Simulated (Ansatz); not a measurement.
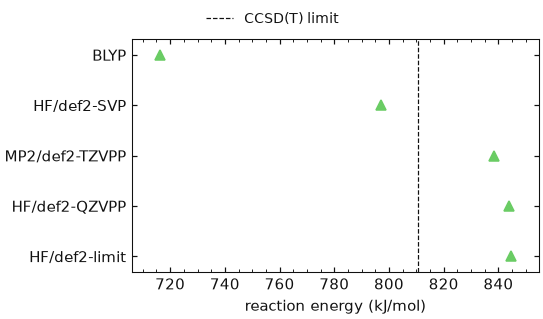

Electronic reaction energy of SiNH₃OBrF (N[Si](O)(F)Br) → SiNH₂Br (N[Si]Br) [singlet] + HOF (OF) (SMILES in brackets) at several levels (functionals in def2-TZVPP unless a basis is named), isolated molecules at PBE0-D4 triple-zeta geometries, minima by their frequencies, no zero-point or thermal terms, the Ansatz code. The line is frozen-core CCSD(T) at the basis limit (MP2 extrapolated from triple and quadruple zeta, plus CCSD(T) less MP2 in a smaller set). The distance of HF/def2-SVP and MP2/def2-TZVPP to the limit includes basis error. The limit lies 14.5 kJ/mol from CCSD(T)/def2-TZVPP, so the line itself is uncertain by a part of that.

Which level comes closest to the line (CCSD(T) limit), and which misses most?

Closest HF/def2-SVP (797.1 kJ/mol), against 810.6 kJ/mol; farthest BLYP (716.2 kJ/mol).

What do zero-point energy and temperature add?

Zero-point change −9.8 kJ/mol; at 298.15 K and 1 bar the CCSD(T) limit plus thermal terms gives an enthalpy of reaction of 803.6 and a free energy of 753.0 kJ/mol (harmonic PBE0-D4 modes, ideal gas).

Note: no scalar relativity up to krypton; outer-core shells are correlated without core-valence functions, which makes the correlated values less sure.
